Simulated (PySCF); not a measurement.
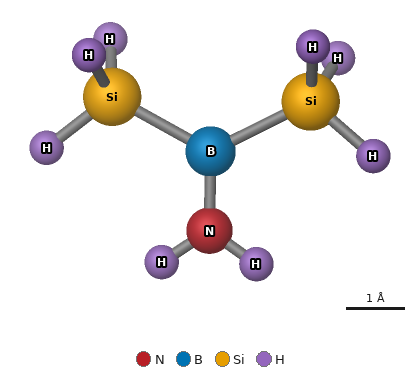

Fig. 1: The structure as given in the input (ball-and-stick view, seen at a tilt). Bond lengths as drawn: B–N 1.38 Å, B–Si 1.97 Å, H–N 1.01 Å and H–Si 1.47 to 1.48 Å.

# Geometry relaxation of BSi₂NH₈

BSi₂NH₈, computed with PBE0-D3(BJ)/def2-SVPD geometry optimisation, gas phase (PySCF 2.14.0).

What the program printed
```
step   0  E = -662.83607054  max force = 0.011540
step   1  E = -662.84030333  max force = 0.001392
step   2  E = -662.84038216  max force = 0.000782
step   3  E = -662.84040580  max force = 0.000552
step   4  E = -662.84041772  max force = 0.000671
step   5  E = -662.84043074  max force = 0.000484
step   6  E = -662.84043903  max force = 0.000199
optimisation converged
```

Trajectory as extended XYZ (Å, eV, eV/Å), 7 frames, from step=0 to step=6
```
12
Properties=species:S:1:pos:R:3:forces:R:3 step=0 energy=-18036.68818
N     0.5692   -0.6378   -1.4546    0.1278  -0.1414  -0.3197
B     0.1053   -0.1135   -0.2596    0.1385  -0.1681  -0.3636
Si    0.4408   -1.1464    1.3864    0.1294  -0.3842   0.5272
Si   -0.8508    1.6097   -0.3307   -0.2972   0.5934  -0.0667
H     0.4549   -0.1914   -2.3530   -0.0610   0.1631  -0.0953
H     1.0632   -1.5146   -1.5373    0.0636  -0.1585   0.1002
H     1.0984   -2.4489    1.1456    0.2107  -0.3736  -0.2753
H     1.3229   -0.4661    2.3502    0.2766   0.3928   0.2361
H    -0.7720   -1.4836    2.1500   -0.5147   0.0043   0.1664
H    -0.7934    2.2592   -1.6581    0.1197   0.0523  -0.4888
H    -2.2913    1.5022   -0.0410   -0.4612  -0.2076   0.1708
H    -0.3472    2.6310    0.6020    0.2677   0.2276   0.4087
12
Properties=species:S:1:pos:R:3:forces:R:3 step=1 energy=-18036.80336
N     0.6009   -0.6449   -1.4903    0.0173  -0.0153  -0.0350
B     0.1187   -0.1260   -0.2932   -0.0158   0.0248   0.0488
Si    0.4402   -1.1772    1.4092   -0.0212   0.0508  -0.0553
Si   -0.8669    1.6443   -0.3421    0.0246  -0.0716   0.0167
H     0.4962   -0.1785   -2.3828    0.0045  -0.0067  -0.0079
H     1.0933   -1.5270   -1.5572    0.0032  -0.0022  -0.0115
H     1.1114   -2.4880    1.1035   -0.0148   0.0213   0.0569
H     1.3218   -0.4076    2.3477   -0.0204  -0.0463  -0.0057
H    -0.8419   -1.4619    2.1324    0.0446  -0.0137  -0.0017
H    -0.7889    2.2546   -1.7144   -0.0320   0.0240   0.0476
H    -2.3149    1.4509   -0.0001    0.0348   0.0353  -0.0146
H    -0.3013    2.6224    0.6429   -0.0248  -0.0003  -0.0382
12
Properties=species:S:1:pos:R:3:forces:R:3 step=2 energy=-18036.80551
N     0.6037   -0.6455   -1.4981    0.0097  -0.0161   0.0151
B     0.1222   -0.1292   -0.2981   -0.0009   0.0144  -0.0228
Si    0.4385   -1.1749    1.4078   -0.0083   0.0194  -0.0402
Si   -0.8644    1.6397   -0.3411    0.0153  -0.0374   0.0124
H     0.4988   -0.1790   -2.3906   -0.0036   0.0031   0.0051
H     1.0963   -1.5274   -1.5679    0.0015   0.0000  -0.0018
H     1.1103   -2.4876    1.1229    0.0018  -0.0058   0.0213
H     1.3143   -0.4083    2.3506    0.0014  -0.0042   0.0059
H    -0.8416   -1.4605    2.1301   -0.0010  -0.0055   0.0023
H    -0.8015    2.2620   -1.7065   -0.0131   0.0144   0.0042
H    -2.3093    1.4523    0.0074   -0.0040   0.0083   0.0020
H    -0.2987    2.6196    0.6391    0.0013   0.0095  -0.0032
12
Properties=species:S:1:pos:R:3:forces:R:3 step=3 energy=-18036.80615
N     0.6078   -0.6485   -1.5028   -0.0042   0.0105   0.0135
B     0.1253   -0.1311   -0.3037    0.0094  -0.0076  -0.0284
Si    0.4369   -1.1730    1.4038   -0.0041  -0.0015   0.0055
Si   -0.8628    1.6365   -0.3397   -0.0019   0.0004   0.0087
H     0.5011   -0.1798   -2.3939    0.0047  -0.0083  -0.0062
H     1.1013   -1.5299   -1.5740   -0.0026   0.0064   0.0016
H     1.1110   -2.4880    1.1372    0.0038  -0.0046  -0.0024
H     1.3062   -0.4048    2.3509    0.0037   0.0085   0.0039
H    -0.8452   -1.4582    2.1223   -0.0108   0.0003  -0.0003
H    -0.8160    2.2685   -1.7011   -0.0017   0.0005  -0.0073
H    -2.3050    1.4518    0.0200   -0.0055  -0.0057   0.0070
H    -0.2921    2.6176    0.6365    0.0093   0.0009   0.0043
12
Properties=species:S:1:pos:R:3:forces:R:3 step=4 energy=-18036.80648
N     0.6110   -0.6489   -1.5086    0.0081  -0.0104   0.0107
B     0.1282   -0.1327   -0.3093    0.0025   0.0037  -0.0345
Si    0.4345   -1.1705    1.4013    0.0010  -0.0143   0.0224
Si   -0.8614    1.6336   -0.3369   -0.0123   0.0221   0.0040
H     0.5062   -0.1837   -2.4018   -0.0064   0.0086   0.0060
H     1.1050   -1.5299   -1.5779    0.0023  -0.0034   0.0026
H     1.1117   -2.4867    1.1472    0.0024  -0.0002  -0.0091
H     1.2970   -0.3981    2.3517   -0.0007   0.0087  -0.0023
H    -0.8517   -1.4549    2.1139   -0.0067   0.0040  -0.0051
H    -0.8295    2.2714   -1.6963    0.0018  -0.0067  -0.0051
H    -2.3003    1.4479    0.0364   -0.0003  -0.0079   0.0070
H    -0.2823    2.6134    0.6361    0.0082  -0.0041   0.0033
12
Properties=species:S:1:pos:R:3:forces:R:3 step=5 energy=-18036.80683
N     0.6158   -0.6505   -1.5144    0.0052  -0.0018   0.0015
B     0.1316   -0.1347   -0.3160   -0.0007   0.0000  -0.0117
Si    0.4311   -1.1679    1.3988    0.0021  -0.0158   0.0236
Si   -0.8598    1.6305   -0.3339   -0.0129   0.0249  -0.0005
H     0.5100   -0.1840   -2.4068   -0.0011   0.0009   0.0019
H     1.1111   -1.5307   -1.5840    0.0006  -0.0005   0.0014
H     1.1135   -2.4838    1.1567    0.0008   0.0034  -0.0093
H     1.2837   -0.3881    2.3526   -0.0038   0.0041  -0.0043
H    -0.8610   -1.4515    2.1015   -0.0004   0.0034  -0.0053
H    -0.8468    2.2715   -1.6922    0.0019  -0.0083  -0.0020
H    -2.2933    1.4422    0.0595    0.0039  -0.0050   0.0048
H    -0.2673    2.6082    0.6337    0.0046  -0.0052  -0.0001
12
Properties=species:S:1:pos:R:3:forces:R:3 step=6 energy=-18036.80706
N     0.6201   -0.6513   -1.5174    0.0045   0.0015  -0.0070
B     0.1333   -0.1349   -0.3206   -0.0040  -0.0012   0.0102
Si    0.4280   -1.1668    1.3965   -0.0021  -0.0035   0.0076
Si   -0.8596    1.6299   -0.3312   -0.0018   0.0064  -0.0060
H     0.5154   -0.1862   -2.4105   -0.0011   0.0014   0.0001
H     1.1165   -1.5312   -1.5848    0.0007  -0.0008   0.0001
H     1.1170   -2.4800    1.1592    0.0005   0.0031  -0.0044
H     1.2704   -0.3804    2.3538   -0.0026  -0.0013  -0.0005
H    -0.8691   -1.4527    2.0891    0.0028  -0.0013  -0.0007
H    -0.8643    2.2689   -1.6904   -0.0010  -0.0037   0.0011
H    -2.2868    1.4393    0.0833    0.0033   0.0007   0.0021
H    -0.2524    2.6063    0.6286    0.0008  -0.0013  -0.0027
```

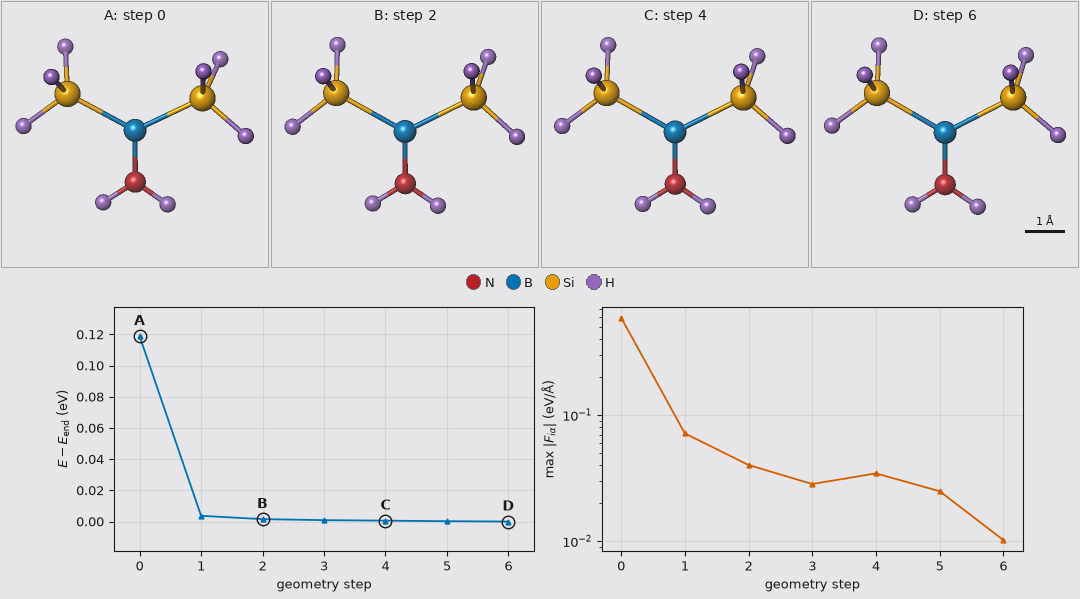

Fig. 2: Frames of the relaxation (ball-and-stick view, seen at a tilt) above the curves, on which the letters mark them (steps are counted from 0).

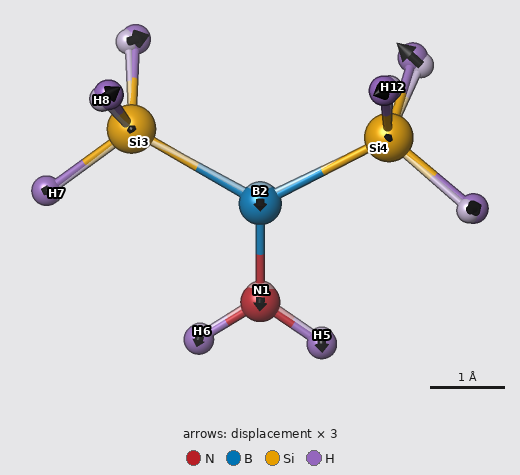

Fig. 3: Start (faint) and end (solid) with the displacements as black arrows, magnified 3 times (ball-and-stick view, seen at a tilt). The two geometries are laid on each other by the best rigid fit. The energy falls by 0.119 eV in 6 geometry steps. Largest force component: 0.59 eV/Å at the start, 0.01 eV/Å at the end. H11 moves most after the best rigid fit: 0.15 Å. Largest moves by element: H 0.15 Å, N 0.07 Å, B 0.06 Å, Si 0.03 Å. Distances before and after: B2–Si3 1.972 → 2.025 Å, Si3–H8 1.473 → 1.498 Å, Si3–H7 1.479 → 1.502 Å, N1–B2 1.385 → 1.391 Å. Among the angles that change: Si3–B2–Si4 124.8° → 121.3°, H10–Si4–H11 104.3° → 107.5°, B2–Si4–H12 114.7° → 111.5°. (Atoms are counted from 1 in the order of the input.)

This output came from the following input.

The input
```
{"job": {"xc": "PBE0", "basis": "def2-SVPD", "d3": "d3bj", "grid": 2, "kind": "geom"}, "charge": 0, "multiplicity": 1}
N      0.569235    -0.637813    -1.454579
B      0.105258    -0.113533    -0.259606
Si     0.440840    -1.146397     1.386429
Si    -0.850820     1.609737    -0.330711
H      0.454942    -0.191414    -2.352963
H      1.063201    -1.514568    -1.537307
H      1.098413    -2.448847     1.145604
H      1.322854    -0.466056     2.350158
H     -0.772004    -1.483556     2.149956
H     -0.793400     2.259234    -1.658057
H     -2.291349     1.502202    -0.040948
H     -0.347171     2.631012     0.602023
```

The first line tells a small driver script what to run in PySCF; the rest is the geometry in Å.

Launch command:
```bash
OMP_NUM_THREADS=1 python <driver script> task.json out
```

Key numbers

| quantity | value |
| --- | --- |
| outcome | converged |
| total energy | −662.840439 hartree |
| dipole moment | 2.61 D |
| point group | C2 |
| hardware | 1 CPU thread, shared host |
| wall time | 94 s |
| peak memory | 0.59 GiB |
